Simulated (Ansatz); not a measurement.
# Calculations on BH2OCl

**1. Relaxation**

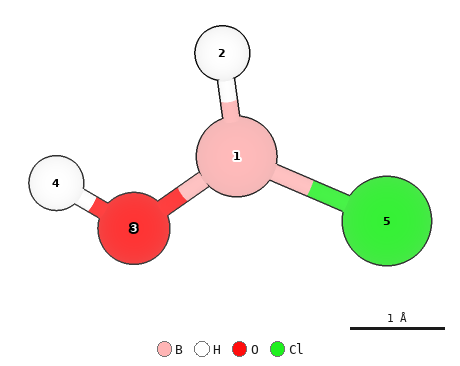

BH$_{2}$OCl, before the relaxation. Style: ball-and-stick. Shown at a tilt.

The run prepares an end point of a later path (reaction) calculation, from a guessed geometry.

Method: RKS PBE-D4/def2-TZVP in Ansatz 0.2.0.

The input:
```yaml
crystal:
  periodic: [false, false, false]
  atoms:
    - { symbol: B, position_ang: [0.197617, -0.125127, 0.16828] }
    - { symbol: H, position_ang: [0.184568, -0.09243, 1.356564] }
    - { symbol: O, position_ang: [1.370782, -0.402035, -0.496764] }
    - { symbol: H, position_ang: [2.101743, -0.544548, 0.128975] }
    - { symbol: Cl, position_ang: [-1.24811, 0.212239, -0.765255] }
basis:
  gaussian: { orbitals: def2-TZVP }
hamiltonian:
  xc: pbe
  dispersion: d4
relax:
  f_tol: 0.03
  max_steps: 50
output:
  orbitals: {}
```

Command:
```bash
ansatz run input.yaml --threads 4 --pin off --max-ram 5120MiB --backend cpu --events-out ev --progress --plain --runs-dir out
```

Predict the outcome.

Answer. The largest move after the best rigid fit is that of H2, 0.038 Å. Largest moves by element: H 0.038 Å, B 0.022 Å, Cl 0.017 Å, O 0.013 Å. Some distances before and after: B1–O3 1.377 → 1.356 Å, B1–H2 1.189 → 1.201 Å, B1–Cl5 1.754 → 1.761 Å. Bond angles that change, for instance: H2–B1–O3 119.9° → 123.2°, H2–B1–Cl5 121.2° → 119.1°. The energy falls by 0.39 kcal/mol in 5 geometry steps. The largest force component goes from 0.89 to 0.023 eV/Å. The run took 2.5 s on 4 threads of Intel(R) Xeon(R) 6975P-C (Granite Rapids), with other jobs on the host, peak memory 0.17 GiB.

History of the run:

```
step  E − E(0), kcal/mol  largest force component, eV/Å
   0                0.00                         0.8871
   1               -0.13                         0.4817
   2               -0.26                         0.4407
   3               -0.33                         0.3400
   4               -0.38                         0.1292
   5               -0.39                         0.0235
```

Final geometry:

```xyz
5

B     0.2172   -0.1188    0.1770
H     0.1523   -0.0865    1.3758
O     1.3615   -0.3927   -0.4965
H     2.1100   -0.5563    0.1032
Cl   -1.2343    0.2024   -0.7677
```

**2. Relaxation**

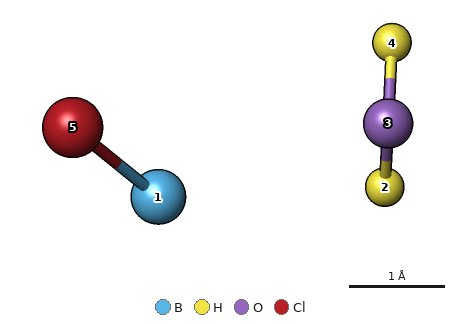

This is the input geometry for a relaxation of BH₂OCl. Style: ball-and-stick. Shown at a tilt.

The run prepares an end point of a later path (reaction) calculation, from a guessed geometry.

The calculation used RKS PBE-D4/def2-TZVP (Ansatz).

The input:
```yaml
crystal:
  periodic: [false, false, false]
  atoms:
    - { symbol: B, position_ang: [-0.929311, -0.116792, 0.339867] }
    - { symbol: H, position_ang: [1.321458, 0.015419, 1.127945] }
    - { symbol: O, position_ang: [1.674252, 0.002707, 0.203305] }
    - { symbol: H, position_ang: [1.889382, -0.935032, 0.051755] }
    - { symbol: Cl, position_ang: [-1.349182, 0.081798, -1.331073] }
basis:
  gaussian: { orbitals: def2-TZVP }
hamiltonian:
  xc: pbe
  dispersion: d4
relax:
  f_tol: 0.03
  max_steps: 50
```

Command:
```bash
ansatz run input.yaml --threads 4 --pin off --max-ram 5120MiB --backend cpu --events-out ev --progress --plain --runs-dir out
```

Where does the relaxation end?

Answer. After 9 accepted moves (11 points after the start) the energy has fallen by 0.27 kcal/mol. The largest force component goes from 0.58 to 0.018 eV/Å. The line search rejected the trial steps at points 1, 6 of the run. The largest move after the best rigid fit is that of H2, 0.28 Å. By element the largest moves are H 0.28 Å, O 0.19 Å, Cl 0.18 Å, B 0.04 Å. Among the contacts that change: B1–Cl5 1.734 → 1.720 Å, H2–O3 0.990 → 0.983 Å.

Final geometry:

```xyz
5

B    -0.9178   -0.0885    0.3085
H     1.1213   -0.0247    0.9379
O     1.8509   -0.0104    0.2793
H     2.0696   -0.9509    0.1562
Cl   -1.5173    0.1226   -1.2901
```

After the run, drawn alike:

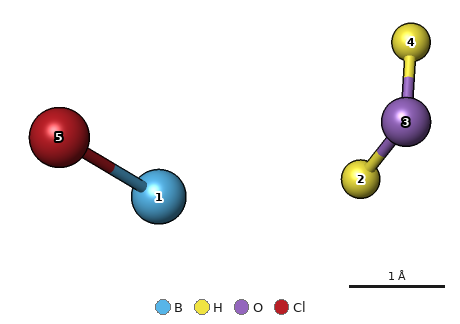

Limits of the set-up: the start holds two separate molecules, 2.4 Å apart at their closest, whose relative position is a soft coordinate.

**3. Path**

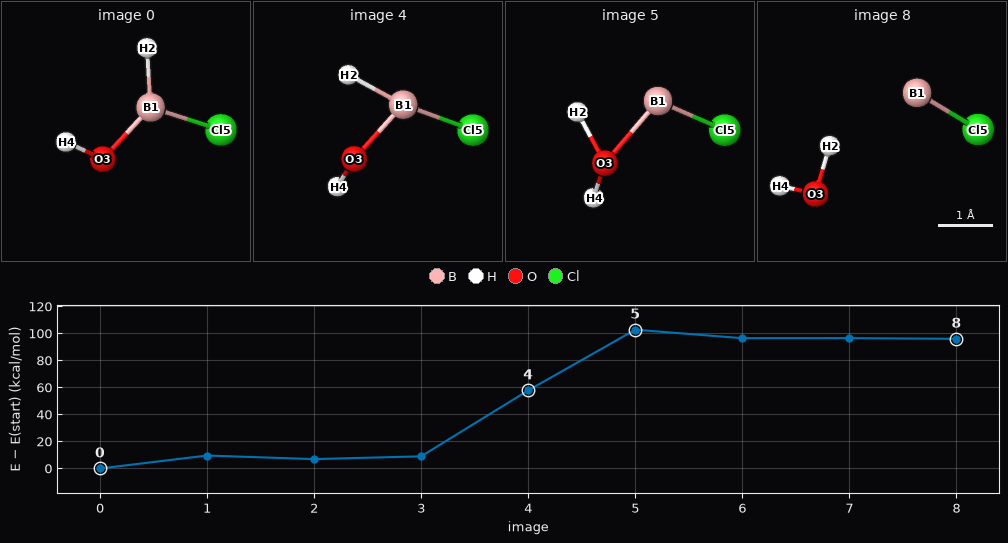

A search for the minimum-energy path of BH2OCl by the nudged elastic band. Images are numbered from 0 (start) to 8 (end). The picture is a ball-and-stick view, seen at a tilt.

These are results of RKS PBE-D4/def2-TZVP in Ansatz, not measurements. Set-up: 7 movable images; climbing image; force threshold 0.03 eV/Å; iteration limit 60; starting path through a guess of the saddle point.

### Describe the mechanism and the energy profile.

Forward barrier 102.8 kcal/mol, backward barrier 6.7 kcal/mol, with image 5 at the top; the reaction energy is +96.0 kcal/mol. The path has more than one stage, and so few images may leave a stage unresolved. Breaking: B1–H2 (1.20 → 1.57 at the top → 2.13 Å), B1–O3 (1.36 → 1.56 at the top → 2.77 Å). Forming: H2–O3 (2.25 → 1.09 at the top → 0.98 Å). The band converged in 29 iterations. The largest component of the band force went from 15 to 0.016 eV/Å. The climbing image converged on the top of the path. Its vibrational analysis gives one imaginary mode (1165i cm⁻¹), as a transition state must have.
